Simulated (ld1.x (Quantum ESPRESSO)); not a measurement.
**A PAW potential for gallium, from input to tests**

Aim: build the potential from the settings below, then test how well it stands in for the atom: other configurations, scattering, ghost states and the plane-wave cutoff that it needs.

Program: ld1.x (Quantum ESPRESSO) 7.5. Reference atom: PBEsol, scalar-relativistic, spherical and spin-unpolarised. All values are calculated.

### 1 The design

The settings as typed:

| Item | Value |
| --- | --- |
| element | gallium (Ga, Z = 31) |
| type | PAW |
| frozen core | [Ne] |
| valence charge | 21 |
| reference configuration | 3s2 3p6 3d10 4s2 4p1 |
| partial waves | 3s (bound): rcut 0.90, rcutus 1.25 bohr; 4s (bound): rcut 0.90, rcutus 1.25 bohr; 3p (bound): rcut 0.95, rcutus 1.15 bohr; 4p (bound): rcut 0.95, rcutus 1.15 bohr; 3d (bound): rcut 0.70, rcutus 0.85 bohr; 3d channel at 1.85 Ry: rcut 0.70, rcutus 0.85 bohr |
| local potential | all-electron potential smoothed inside 1.25 bohr (lloc = -2) |
| core correction | Bessel-smoothed model core, default radius (core density twice the valence density) |
| augmentation charge | BESSEL, radius 0.80 bohr |

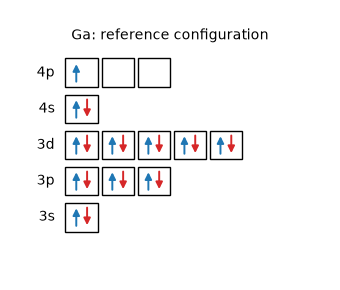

The outer shells as boxes. The arrows follow Hund's rule for the drawing; the calculation itself is spin-unpolarised.

An earlier all-electron run gives the scale for the radii.

All-electron outer shells of the reference configuration (PBEsol, scalar-relativistic, ld1.x):

| shell | level (eV) | outermost node (bohr) | outermost maximum (bohr) |
| --- | --- | --- | --- |
| 2s | -1261.21 | 0.07 | 0.18 |
| 2p | -1098.23 | – | 0.15 |
| 3s | -147.78 | 0.27 | 0.56 |
| 3p | -98.68 | 0.24 | 0.56 |
| 3d | -19.16 | – | 0.53 |
| 4s | -8.96 | 0.81 | 1.90 |
| 4p | -2.57 | 0.87 | 2.53 |

### 2 Generation

Contents of Ga.in:

```
 &input
   title='Ga', zed=31., rel=1, dft='PBESOL', iswitch=3,
   config='[Ar] 3d10 4s2 4p1',
   nld=3, rlderiv=1.35, eminld=-13.0, emaxld=5.0, deld=0.04
 /
 &inputp
   pseudotype=3, lpaw=.true., tm=.true., lloc=-2, rcloc=1.25,
   nlcc=.true., new_core_ps=.true.,
   which_augfun='BESSEL', rmatch_augfun=0.80,
   file_pseudopw='Ga.UPF', file_wfcaegen='ae.wfc', file_wfcncgen='nc.wfc', file_beta='beta', file_chi='chi', file_wfcusgen='us.wfc'
 /
6
3S  1  0   2.00   0.00  0.90  1.25  0.0
4S  2  0   2.00   0.00  0.90  1.25  0.0
3P  2  1   6.00   0.00  0.95  1.15  0.0
4P  3  1   1.00   0.00  0.95  1.15  0.0
3D  3  2  10.00   0.00  0.70  0.85  0.0
3D  3  2   0.00   1.85  0.70  0.85  0.0
 &test
   configts(1)='3s2 3p6 3d10 4s2 4p1'
 /
```

Command:

```sh
$ ld1.x < Ga.in > Ga.out
```

Output in Ga.out (without the banner and most projector matrices):

```text
     Program LD1 v.7.5
     --------------------------- All-electron run ----------------------------

     Ga
     scalar relativistic calculation

     atomic number is 31.00
     dft =PBESOL   lsd =0 sic =0 latt =0  beta=0.20 tr2=1.0E-14
     Exchange-correlation= PBESOL
                           (   1   4  10   8   0   0   0)
     mesh =1205 r(mesh) = 101.09016 a.u. xmin = -7.00 dx = 0.01250
     1 Ry =  13.60569312 eV, c = 137.03599908

     n l     nl                  e(Ry)          e(Ha)          e(eV)
     1 0     1S 1( 2.00)      -751.2393      -375.6196    -10221.1308
     2 0     2S 1( 2.00)       -92.6973       -46.3486     -1261.2108
     2 1     2P 1( 6.00)       -80.7184       -40.3592     -1098.2298
     3 0     3S 1( 2.00)       -10.8614        -5.4307      -147.7773
     3 1     3P 1( 6.00)        -7.2530        -3.6265       -98.6819
     3 2     3D 1(10.00)        -1.4084        -0.7042       -19.1618
     4 0     4S 1( 2.00)        -0.6587        -0.3294        -8.9623
     4 1     4P 1( 1.00)        -0.1889        -0.0945        -2.5706

     final scf error:  5.8E-15 reached in  29 iterations

     Etot =   -3884.919876 Ry,   -1942.459938 Ha,  -52857.027641 eV

     Ekin =    3950.569792 Ry,    1975.284896 Ha,   53750.240245 eV
     Encl =   -9365.519737 Ry,   -4682.759868 Ha, -127424.387475 eV
     Eh   =    1677.958912 Ry,     838.979456 Ha,   22829.794027 eV
     Exc  =    -147.928843 Ry,     -73.964421 Ha,   -2012.674438 eV

     normalization and overlap integrals

     s(1S/1S) =  1.000000  <r> =   0.0486  <r2> =    0.0032  r(max) =   0.0319
     s(2S/2S) =  1.000000  <r> =   0.2180  <r2> =    0.0561  r(max) =   0.1833
     s(2P/2P) =  1.000000  <r> =   0.1908  <r2> =    0.0446  r(max) =   0.1464
     s(3S/3S) =  1.000000  <r> =   0.6523  <r2> =    0.4915  r(max) =   0.5647
     s(3P/3P) =  1.000000  <r> =   0.6795  <r2> =    0.5450  r(max) =   0.5647
     s(3D/3D) =  1.000000  <r> =   0.8108  <r2> =    0.8637  r(max) =   0.5305
     s(4S/4S) =  1.000000  <r> =   2.3400  <r2> =    6.3737  r(max) =   1.8984
     s(4P/4P) =  1.000000  <r> =   3.3910  <r2> =   13.9148  r(max) =   2.5307

     ------------------------ End of All-electron run ------------------------

     --------------------- Generating PAW atomic setup --------------------

      Generating local potential from pseudized AE potential:
      Matching radius rcloc =   1.2500
      Enforcing V''(0)=0 (lloc=-2)

      Local pseudo, rcloc= 1.241 Estimated cut-off energy=    20.65 Ry

      Computing core charge for nlcc:

       r > 0.29 : true rho core
      Core charge pseudized with two Bessel functions
      Integrated core pseudo-charge :   7.73
      Wfc-us  3S rcutus= 1.241  Estimated cut-off energy=    36.31 Ry
      Wfc-us  4S rcutus= 1.241  Estimated cut-off energy=    75.05 Ry
      Wfc-us  3P rcutus= 1.151  Estimated cut-off energy=    63.85 Ry
      Wfc-us  4P rcutus= 1.151  Estimated cut-off energy=   120.01 Ry
      Wfc-us  3D rcutus= 0.853  Estimated cut-off energy=   157.18 Ry
      Wfc-us  3D rcutus= 0.853  Estimated cut-off energy=   177.64 Ry

     Required augmentation: BESSEL   radius:    0.800000
     Suggested rho cutoff for augmentation: 154.62 Ry

     Estimated PAW energy = -615.156127 Ryd

     The PAW screened D coefficients
    -6.61325    -0.27209     0.00000     0.00000     0.00000     0.00000
    -0.27209    -1.16348     0.00000     0.00000     0.00000     0.00000
     0.00000     0.00000    -8.24280    -1.66167     0.00000     0.00000
     0.00000     0.00000    -1.66167    -1.16374     0.00000     0.00000
     0.00000     0.00000     0.00000     0.00000    -8.85251    -5.53296
     0.00000     0.00000     0.00000     0.00000    -5.53296    -3.47232

     The PAW descreened D coefficients (US)
    -4.91378    -3.26517     0.00000     0.00000     0.00000     0.00000
    -3.26517    -3.49325     0.00000     0.00000     0.00000     0.00000
     0.00000     0.00000    -4.09388    -2.49885     0.00000     0.00000
     0.00000     0.00000    -2.49885    -1.77971     0.00000     0.00000
     0.00000     0.00000     0.00000     0.00000    -6.91114    -4.11465
     0.00000     0.00000     0.00000     0.00000    -4.11465    -2.43961

     ------------------- End of pseudopotential generation -------------------

     [... the all-electron block is printed once more ...]


     Computing logarithmic derivative in   1.34620
     Computing logarithmic derivative in   1.34620
     Computing the partial wave expansion
     R is outside the sphere for l=    0 j= 0.00
     R is outside the sphere for l=    0 j= 0.00
     R is outside the sphere for l=    1 j= 0.00
     R is outside the sphere for l=    1 j= 0.00
     R is outside the sphere for l=    2 j= 0.00
     R is outside the sphere for l=    2 j= 0.00

     ---------------------- Testing the pseudopotential ----------------------

     Ga
     scalar relativistic calculation

     atomic number is 31.00   valence charge is 21.00
     dft = SLA  PW   PSX  PSC   lsd =0 sic =0 latt =0  beta=0.20 tr2=1.0E-14
     mesh =1205 r(mesh) = 101.09016 xmin = -7.00 dx = 0.01250

     n l     nl             e AE (Ry)        e PS (Ry)    De AE-PS (Ry)
     1 0     3S   1( 2.00)      -10.86143      -10.86133       -0.00010
     2 1     3P   1( 6.00)       -7.25298       -7.25289       -0.00010
     3 2     3D   1(10.00)       -1.40837       -1.40830       -0.00007
     2 0     4S   1( 2.00)       -0.65871       -0.65870       -0.00001
     3 1     4P   1( 1.00)       -0.18894       -0.18893       -0.00001

     eps = 5.2E-16  iter =  6

     Etot =   -3884.919876 Ry,   -1942.459938 Ha,  -52857.027641 eV
     Etotps =  -615.156156 Ry,    -307.578078 Ha,   -8369.625879 eV

     Ekin =     572.222106 Ry,     286.111053 Ha,    7785.478375 eV
     Encl =   -1490.974409 Ry,    -745.487204 Ha,  -20285.740259 eV
     Ehrt =     451.525296 Ry,     225.762648 Ha,    6143.314609 eV
     Ecxc =    -147.929149 Ry,     -73.964574 Ha,   -2012.678603 eV
     (Ecc =     -49.937902 Ry,     -24.968951 Ha,    -679.439777 eV)

     ---------------------- End of pseudopotential test ----------------------
```

Wall time 3.1 s (1 thread of Neoverse-V1, shared host). This counts the later configuration tests of the new file too.

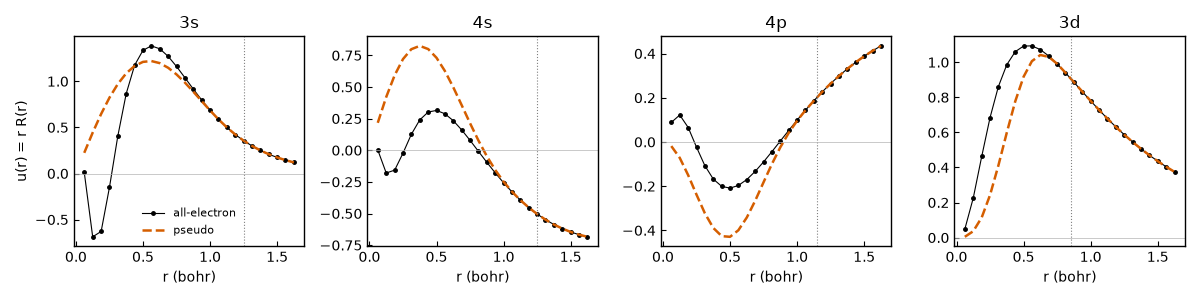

All-electron and pseudo partial waves (3s, 4s, 4p, 3d), with the matching radii dotted. The curves join 26 sampled radii, too few to resolve the innermost nodes.

### 3 Configuration tests

Contents of Ga.test.in:

```
 &input
   title='Ga', zed=31., rel=1, dft='PBESOL', iswitch=2,
   config='[Ar] 3d10 4s2 4p1'
 /
 &test
   file_pseudo='Ga.UPF', nconf=8,
   configts(1)='3s2 3p6 3d10 4s2 4p1',
   configts(2)='3s2 3p6 3d10 4s2 4p0',
   configts(3)='3s2 3p6 3d10 4s1 4p0',
   configts(4)='3s2 3p6 3d10 4s0 4p0',
   configts(5)='3s2 3p5 3d10 4s2 4p1',
   configts(6)='3s2 3p6 3d10 4s2 4p1.3',
   configts(7)='3s2 3p6 3d9 4s0 4p0',
   configts(8)='3s1 3p6 3d10 4s2 4p1'
 /
```

Command:

```sh
$ ld1.x < Ga.test.in > Ga.test.out
```

Ga.test.out, the pseudopotential blocks, each with the warnings that came before it:

```text
     ---------------------- Testing the pseudopotential ----------------------

     Ga
     scalar relativistic calculation

     atomic number is 31.00   valence charge is 21.00
     dft =SLA  PW   PSX  PSC   lsd =0 sic =0 latt =0  beta=0.20 tr2=1.0E-14
     mesh =1205 r(mesh) = 101.09016 xmin = -7.00 dx = 0.01250

     n l     nl             e AE (Ry)        e PS (Ry)    De AE-PS (Ry)
     1 0     3S   1( 2.00)      -10.86143      -10.86133       -0.00010
     2 1     3P   1( 6.00)       -7.25298       -7.25289       -0.00010
     3 2     3D   1(10.00)       -1.40837       -1.40830       -0.00007
     2 0     4S   1( 2.00)       -0.65871       -0.65870       -0.00001
     3 1     4P   1( 1.00)       -0.18894       -0.18893       -0.00001

     eps = 6.1E-16  iter =  6

     Etot =   -3884.919876 Ry,   -1942.459938 Ha,  -52857.027641 eV
     Etotps =  -615.156156 Ry,    -307.578078 Ha,   -8369.625878 eV

     Ekin =     572.222106 Ry,     286.111053 Ha,    7785.478374 eV
     Encl =   -1490.974409 Ry,    -745.487204 Ha,  -20285.740258 eV
     Ehrt =     451.525296 Ry,     225.762648 Ha,    6143.314608 eV
     Ecxc =    -147.929149 Ry,     -73.964574 Ha,   -2012.678603 eV
     (Ecc =     -49.937902 Ry,     -24.968951 Ha,    -679.439777 eV)

     ---------------------- End of pseudopotential test ----------------------

     BEWARE! Errors in PS-KS equations
     Warning: n=1, l=0 expected 0 nodes, found 1
     Warning: n=2, l=0 expected 1 nodes, found 2
     Warning: n=2, l=1 expected 0 nodes, found 1
     ---------------------- Testing the pseudopotential ----------------------

     Ga
     scalar relativistic calculation

     atomic number is 31.00   valence charge is 21.00
     dft =SLA  PW   PSX  PSC   lsd =0 sic =0 latt =0  beta=0.20 tr2=1.0E-14
     mesh =1205 r(mesh) = 101.09016 xmin = -7.00 dx = 0.01250

     n l     nl             e AE (Ry)        e PS (Ry)    De AE-PS (Ry)
     1 0     3S   1( 2.00)      -11.47214       -9.85383       -1.61830  !
     2 1     3P   1( 6.00)       -7.86396       -6.26261       -1.60135  !
     3 2     3D   1(10.00)       -2.01811       -0.03737       -1.98073  !
     2 0     4S   1( 2.00)       -1.20258       -0.04095       -1.16162  !
     3 1     4P   1( 0.00)       -0.66527       -0.66527        0.00000

     eps = 6.4E-17  iter = 33

     Etot =   -3884.502444 Ry,   -1942.251222 Ha,  -52851.348190 eV
     Etotps =  -153.079972 Ry,     -76.539986 Ha,   -2082.759127 eV
     dEtot_ae =       0.417432 Ry
     dEtot_ps =     462.076183 Ry,   Delta E=    -461.658752 Ry

     Ekin =     -57.738962 Ry,     -28.869481 Ha,    -785.578599 eV
     Encl =       0.000000 Ry,       0.000000 Ha,       0.000000 eV
     Ehrt =       0.000000 Ry,       0.000000 Ha,       0.000000 eV
     Ecxc =     -95.341010 Ry,     -47.670505 Ha,   -1297.180528 eV
     (Ecc =     -49.937902 Ry,     -24.968951 Ha,    -679.439777 eV)

     ---------------------- End of pseudopotential test ----------------------

     BEWARE! Errors in PS-KS equations
     ---------------------- Testing the pseudopotential ----------------------

     Ga
     scalar relativistic calculation

     atomic number is 31.00   valence charge is 21.00
     dft =SLA  PW   PSX  PSC   lsd =0 sic =0 latt =0  beta=0.20 tr2=1.0E-14
     mesh =1205 r(mesh) = 101.09016 xmin = -7.00 dx = 0.01250

     n l     nl             e AE (Ry)        e PS (Ry)    De AE-PS (Ry)
     1 0     3S   1( 2.00)      -12.35760      -14.17670        1.81910  !
     2 1     3P   1( 6.00)       -8.74945       -8.06345       -0.68599  !
     3 2     3D   1(10.00)       -2.89489       -0.00000       -2.89489  !
     2 0     4S   1( 1.00)       -1.91329       -0.00000       -1.91329  !
     3 1     4P   1( 0.00)       -1.29739       -1.29739        0.00000

     eps = 4.8E-15  iter = 83

     Etot =   -3882.949002 Ry,   -1941.474501 Ha,  -52830.212540 eV
     Etotps =  -172.075133 Ry,     -86.037567 Ha,   -2341.201455 eV
     dEtot_ae =       1.970874 Ry
     dEtot_ps =     443.081023 Ry,   Delta E=    -441.110149 Ry

     Ekin =     -76.734123 Ry,     -38.367061 Ha,   -1044.020927 eV
     Encl =       0.000000 Ry,       0.000000 Ha,       0.000000 eV
     Ehrt =       0.000000 Ry,       0.000000 Ha,       0.000000 eV
     Ecxc =     -95.341010 Ry,     -47.670505 Ha,   -1297.180528 eV
     (Ecc =     -49.937902 Ry,     -24.968951 Ha,    -679.439777 eV)

     ---------------------- End of pseudopotential test ----------------------
```

7 tests gave no usable energy difference (3s2 3p6 3d10 4s2 4p0; 3s2 3p6 3d10 4s1 4p0; 3s2 3p6 3d10 4s0 4p0; 3s2 3p5 3d10 4s2 4p1; others); the test run stopped with "negative rho".

### 4 Scattering by logarithmic derivatives

Taken from the files of the generation run. The phase is arctan(r·u′/u) with u = r·R, unwrapped, with energies in Ry. A pole is an energy at which the radial function vanishes at the test radius. The pseudo phase is shifted by a multiple of π to meet the all-electron one at the reference energy. Levels narrower than the energy grid can be missing from the poles. The last column is the largest difference on the grid between −1 and +1 Ry.

| channel | radius (bohr) | reference (Ry) | poles AE | poles PS | window around the reference with phases within 0.05 rad (Ry) | largest difference near zero (rad) |
| --- | --- | --- | --- | --- | --- | --- |
| s | 1.35 | -0.66 | -10.40 | -10.40 | the whole range | 0.001 |
| p | 1.35 | -0.19 | -6.61 | -6.61 | the whole range | 0.000 |
| d | 1.35 | -1.41 | -0.32 | -0.32 | the whole range | 0.000 |

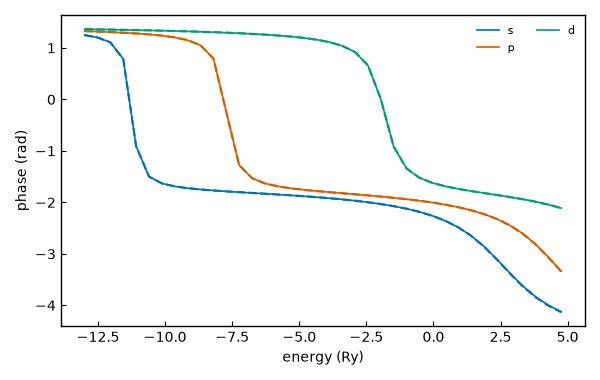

Phases by channel: all-electron solid, pseudo dashed.

### 5 Cutoff and ghost test in a Bessel basis

This step uses the generator's waves and projectors in a separate script. Basis: spherical Bessel functions vanishing at 20 bohr, q² up to the cutoff; potential fixed at the reference.

All-electron valence levels (Ry): 3s -10.8614, 4s -0.6587, 3p -7.2530, 4p -0.1889, 3d -1.4084. The lowest levels of each channel (Ry) by cutoff; the last column sums, over occupied levels, occupation times the distance from the level at 400 Ry. A positive value at high cutoff is not a bound level.

```tsv
cutoff (Ry)	s #1	s #2	p #1	p #2	d #1	f #1	Σ f·Δε (mRy)
8	-9.4656	-0.3765	-3.2329	-0.0446	0.0497	0.1031	42214.3
18	-10.7002	-0.5089	-6.1983	-0.1070	0.0489	0.1031	21617.7
35	-10.8572	-0.5858	-7.1567	-0.1428	0.0462	0.1031	15336.9
55	-10.8608	-0.6520	-7.2471	-0.1578	-0.2923	0.1031	11254.3
90	-10.8616	-0.6591	-7.2525	-0.1864	-1.2158	0.1031	1942.7
140	-10.8616	-0.6595	-7.2532	-0.1890	-1.4057	0.1031	35.4
230	-10.8617	-0.6596	-7.2533	-0.1892	-1.4087	0.1031	4.4
400	-10.8617	-0.6596	-7.2533	-0.1892	-1.4092	0.1031	0.0
```

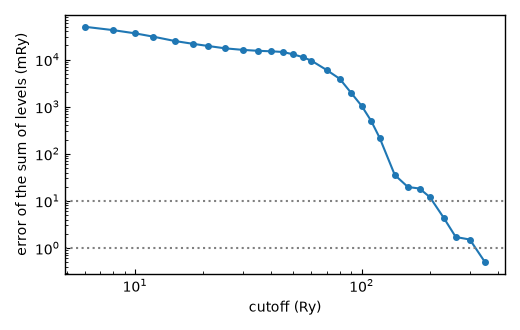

Occupation-weighted error of the valence levels against the cutoff; the dotted lines mark 10 and 1 mRy.

The sum stays within 10 mRy from 230 Ry and within 1 mRy only somewhere over 300 Ry. The sum leaves out empty levels, which can need more. Ghost test: no level below the all-electron spectrum of its channel (s, p, d, f tested).

### 6 Results

| quantity | value |
| --- | --- |
| cutoffs for 10 and 1 mRy, occupied levels | 230 Ry and over 300 Ry |
| bound ghosts | none found |
| configuration tests | no usable energy difference |
| largest phase difference near zero energy, channels read | 0.001 rad |
| lowest eigenvalue of the overlap (Bessel basis) | 0.092 (s) |

**Reading.** The test run broke off, so later configurations gave nothing; no test gave an energy difference. The potential is very hard: the looser tolerance needs 230 Ry. The tighter tolerance needs over 300 Ry, and converged work needs a cutoff nearer that. The slowest occupied level is 3d: taken alone it needs 230 Ry to come within 1 mRy, against 100 Ry for 4p. The Bessel-basis test finds no level below the valence levels. Near zero energy the phases of the channels with partial waves agree within 0.001 rad. These are tests on the free atom; a crystal test is still owed.
